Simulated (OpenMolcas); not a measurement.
**Multiconfigurational calculation for Fe³⁺ complex (part 2 of 2)**

The same run, continued: Fe³⁺ with 6 ligands (Cl and NH3; tetragonal octahedron, 2.41 Å), neutralised by 6 outer point charges of +0.17 e, whose field is part of the energies. Method: state-averaged CASSCF, active space 5 electrons in the shell 3d, basis ANO-RCC-VTZP on the metal and ANO-RCC-VDZP on the ligands, DKH2 scalar Hamiltonian, spin-orbit coupling by RASSI with atomic mean-field integrals (OpenMolcas).

**Log (extracts), continued**
```
--- RASSI ---
SPIN-FREE ENERGIES:
  (Shifted by EMIN (a.u.) =      -3228.0106208430)

 SF State       Relative EMIN(au)   Rel lowest level(eV)    D:o, cm**(-1)

     1             0.0000000000        0.0000000000              0.0000
     2             0.1238181856        3.3692644715          27174.9506
     3             0.1268733951        3.4524009588          27845.4916
     4             0.1268742247        3.4524235326          27845.6737
     5             0.1461857326        3.9779164347          32084.0598
     6             0.1461881755        3.9779829074          32084.5959
     7             0.1512386853        4.1154142798          33193.0547
     8             0.1524384354        4.1480611432          33456.3694
     9             0.1530620560        4.1650307241          33593.2383
    10             0.1549880411        4.2174394501          34015.9432
    26             0.1734645540        4.7202109793          38071.0690
    27             0.1767835643        4.8105258497          38799.5076
    28             0.1767848463        4.8105607339          38799.7890
    11             0.1834165384        4.9910182690          40255.2771
    12             0.1834175274        4.9910451819          40255.4942
    13             0.1883472881        5.1251908058          41337.4516
    14             0.1887476129        5.1360841968          41425.3128
    15             0.1903951928        5.1809171301          41786.9147
    29             0.1950633790        5.3079449483          42811.4632
    30             0.1958588470        5.3295907341          42986.0482
    31             0.1958599246        5.3296200593          42986.2848
    32             0.1986294069        5.4049815123          43594.1159
    33             0.2040190641        5.5516415551          44777.0089
    16             0.2051102536        5.5813343332          45016.4973
    17             0.2051133197        5.5814177672          45017.1702
    34             0.2064739795        5.6184432052          45315.8005
    35             0.2064755681        5.6184864331          45316.1492
    18             0.2071437546        5.6366687135          45462.7992
    36             0.2120002750        5.7688213667          46528.6822
    37             0.2131508817        5.8001309695          46781.2112
    38             0.2166632365        5.8957070141          47552.0840
    39             0.2296962896        6.2503544548          50412.5085
    40             0.2313012010        6.2940263188          50764.7458
    41             0.2313019646        6.2940470977          50764.9134
    42             0.2356522115        6.4124233468          51719.6822
    43             0.2374848717        6.4622925724          52121.9047
    44             0.2384194085        6.4877226125          52327.0118
    45             0.2384221866        6.4877982095          52327.6215
    46             0.2451390966        6.6705746410          53801.8129
    19             0.2478578342        6.7445552593          54398.5068
Eigenvalues of complex Hamiltonian:
   -----------------------------------
  (Shifted by EMIN (a.u.) =      -3228.0106208430)

 SO State       Relative EMIN(au)   Rel lowest level(eV)    D:o, cm**(-1)

     1            -0.0001195995        0.0000000000              0.0000
     2            -0.0001195995        0.0000000000              0.0000
     3            -0.0001180562        0.0000419950              0.3387
     4            -0.0001180562        0.0000419950              0.3387
     5            -0.0001172813        0.0000630817              0.5088
     6            -0.0001172813        0.0000630817              0.5088
     7             0.1235777139        3.3659753731          27148.4223
     8             0.1235777139        3.3659753731          27148.4223
     9             0.1235937518        3.3664117850          27151.9422
    10             0.1235937518        3.3664117850          27151.9422
    11             0.1266246366        3.4488863634          27817.1445
    12             0.1266246366        3.4488863634          27817.1445
    13             0.1267150933        3.4513478164          27836.9975
    14             0.1267150933        3.4513478164          27836.9975
    15             0.1267917513        3.4534337851          27853.8219
    16             0.1267917513        3.4534337851          27853.8219
    17             0.1268661976        3.4554595724          27870.1610
    18             0.1268661976        3.4554595724          27870.1610
    19             0.1455086628        3.9627468932          31961.7092
    20             0.1455086628        3.9627468932          31961.7092
    21             0.1458028959        3.9707533847          32026.2859
    22             0.1458028959        3.9707533847          32026.2859
    23             0.1461645932        3.9805956694          32105.6693
    24             0.1461645932        3.9805956694          32105.6693
    25             0.1466143379        3.9928338462          32204.3768
    26             0.1466143379        3.9928338462          32204.3768
    27             0.1510804378        4.1143626160          33184.5725
    28             0.1510804378        4.1143626160          33184.5725
    29             0.1511543821        4.1163747411          33200.8013
    30             0.1511543821        4.1163747411          33200.8013
    31             0.1522657590        4.1466168496          33444.7204
    32             0.1522657590        4.1466168496          33444.7204
    33             0.1523242161        4.1482075466          33457.5502
    34             0.1523242161        4.1482075466          33457.5502
    35             0.1529632704        4.1655971001          33597.8064
    36             0.1529632704        4.1655971001          33597.8064
    37             0.1529811282        4.1660830350          33601.7258
    38             0.1529811282        4.1660830350          33601.7258
    39             0.1548480976        4.2168858603          34011.4782
    40             0.1548480976        4.2168858603          34011.4782
    41             0.1548881641        4.2179761276          34020.2718
Weights of the five most important spin-orbit-free states for each spin-orbit state.

 SO State  Total energy (au)           Spin-free states, spin, and weights
 -------------------------------------------------------------------------------------------------------
    1        -0.000120       1 2.5  0.9993    3 1.5  0.0002    4 1.5  0.0002   17 1.5  0.0002   16 1.5  0.0002
    2        -0.000120       1 2.5  0.9993    3 1.5  0.0002    4 1.5  0.0002   17 1.5  0.0002   16 1.5  0.0002
    3        -0.000118       1 2.5  0.9993    2 1.5  0.0002   18 1.5  0.0001    3 1.5  0.0001    4 1.5  0.0001
    4        -0.000118       1 2.5  0.9993    2 1.5  0.0002   18 1.5  0.0001    3 1.5  0.0001    4 1.5  0.0001
    5        -0.000117       1 2.5  0.9993    2 1.5  0.0003   18 1.5  0.0002    4 1.5  0.0001    3 1.5  0.0001
    6        -0.000117       1 2.5  0.9993    2 1.5  0.0003   18 1.5  0.0002    4 1.5  0.0001    3 1.5  0.0001
    7         0.123578       2 1.5  0.9820    3 1.5  0.0072    4 1.5  0.0072   27 0.5  0.0008   28 0.5  0.0008
    8         0.123578       2 1.5  0.9820    3 1.5  0.0072    4 1.5  0.0072   27 0.5  0.0008   28 0.5  0.0008
    9         0.123594       2 1.5  0.9638    4 1.5  0.0166    3 1.5  0.0166    5 1.5  0.0003    6 1.5  0.0003
   10         0.123594       2 1.5  0.9638    4 1.5  0.0166    3 1.5  0.0166    5 1.5  0.0003    6 1.5  0.0003
   11         0.126625       3 1.5  0.5023    4 1.5  0.4940    2 1.5  0.0018   46 0.5  0.0003   12 1.5  0.0002
   12         0.126625       3 1.5  0.5023    4 1.5  0.4940    2 1.5  0.0018   46 0.5  0.0003   12 1.5  0.0002
```

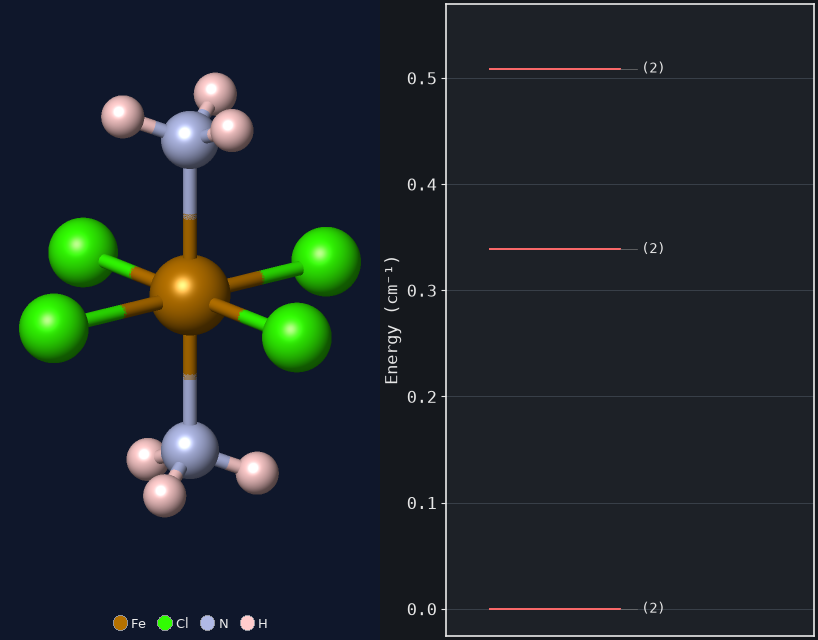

Fe³⁺ (3d⁵) with 6 ligands, Cl⁻ with axial NH₃, at 2.41 Å (arrangement: tetragonal octahedron, Ci), axial distortion 0.943, neutralised by outer point charges of +0.17 e, and its levels. Labels give the representation in O, Td, D4 or D3 as the site allows (double group for half-integer spin) where it could be assigned and, in brackets, the degeneracy; spin-free states, where drawn, share the zero of the spin-orbit levels. The ground level is a Kramers doublet, 100 % from states of spin multiplicity 6. Its principal g values are 0.01, 0.01 and 10.01, easy-axis. The next level lies at 0.34 cm⁻¹. The active orbitals hold 90 to 99 % metal character (Löwdin), and the Mulliken charge of the metal is +1.24.

**Summary**

```tsv
quantity	value
outcome	converged
energy of the lowest spin-free term	−3228.01062 hartree
energy of the lowest spin-orbit level	−3228.01074 hartree
largest spread among components of a term	0.3 cm⁻¹
wall time	86 s
peak memory	0.2 GiB
```

**Remarks**

Without dynamic correlation the splittings between terms come out too large, often by 20 to 50 %. Caveats: small active space favours high spin, ground spin may be wrong; distances are set from ionic radii, not optimised.
